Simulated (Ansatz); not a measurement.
**C$_{2}$H$_{5}$NSi: density, localisation and related maps**

```xyz
9

Si   -0.5233    1.1249    0.1887
C     0.1611   -0.4667   -0.5257
C     0.8589   -1.5667    0.4270
N    -0.2986   -1.7584   -0.0715
H    -1.8302    1.4853   -0.4229
H    -0.7209    0.9543    1.6485
H     0.4309    2.2289   -0.0755
H     0.5456   -0.4514   -1.5438
H    -1.0622   -2.4255   -0.1112
```

These are results of Ansatz 0.2.0, UKS B3LYP-D4/def2-mTZVP, not measurements.

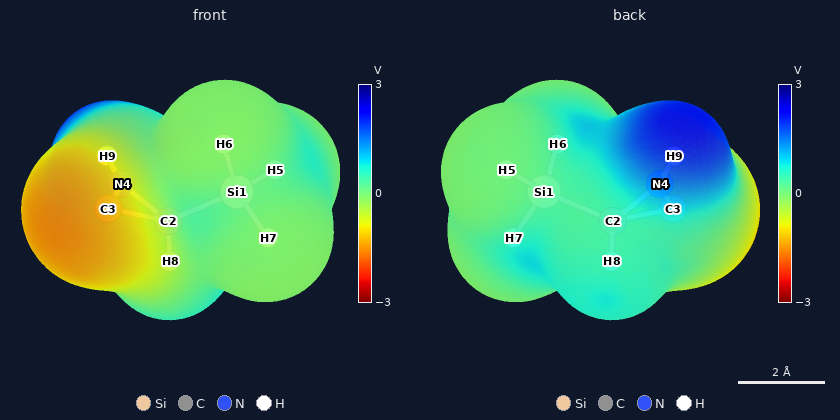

Figure 1. The molecular electrostatic potential painted on the density surface at 0.001 e/bohr³, seen from the front and from behind; the colour scale runs from red (negative) to blue (positive).

Q: Where is the surface potential most negative and most positive?

A: The most negative region (about −1.6 V) lies over C3, the most positive (about +2.3 V) over H9.

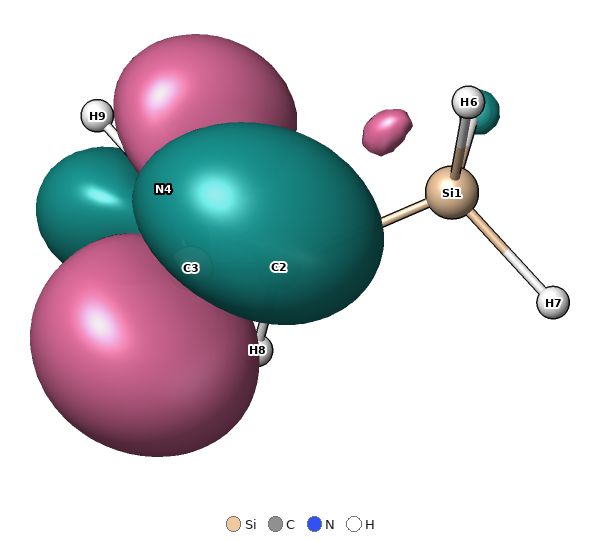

Figure 2. The LUMO at ±0.1 Å⁻³ᐟ² (teal and pink are the two phases), seen at a tilt.

Q: Where does this orbital lie, and at what energy?

A: It lies mainly on C3 (about 60 %) and N4 (about 20 %). Its energy is −0.97 eV.

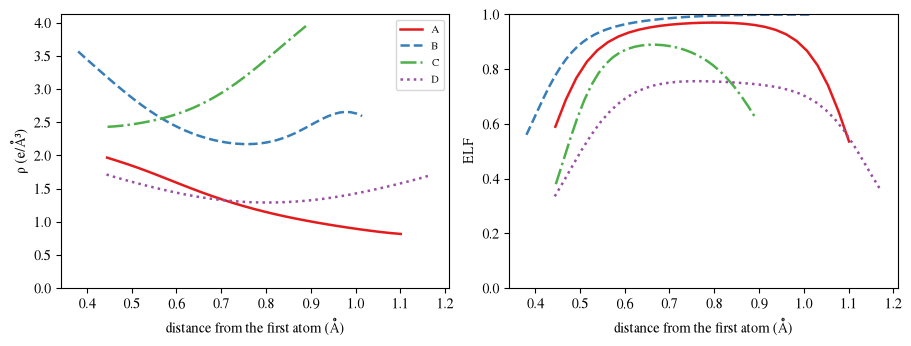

Figure 3. Electron density and electron localisation function along straight lines between neighbouring atoms. The curves leave out the atomic cores.

Q: Which curve belongs to which contact (C–C, C–N, C–Si and N–H)? The first atom named is at distance zero.

A: Curve A: C–Si (1.87 Å): the density is about 0.96 e/Å³ at the midpoint; the ELF peaks at about 1 between the atoms; a covalent bond. Curve B: N–H (1.01 Å): the density is about 2.8 e/Å³ at the midpoint; the ELF climbs to about 1 towards the hydrogen, as it does in any bond to H; an ordinary covalent bond to hydrogen. Curve C: C–N (1.27 Å): the density is about 2.7 e/Å³ at the midpoint; the ELF peaks at about 0.90 between the atoms: a covalent bond. Curve D: C–C (1.61 Å): ρ at the midpoint is about 1.3 e/Å³; the ELF peaks at about 0.75 between the atoms (localised, covalent bonding).
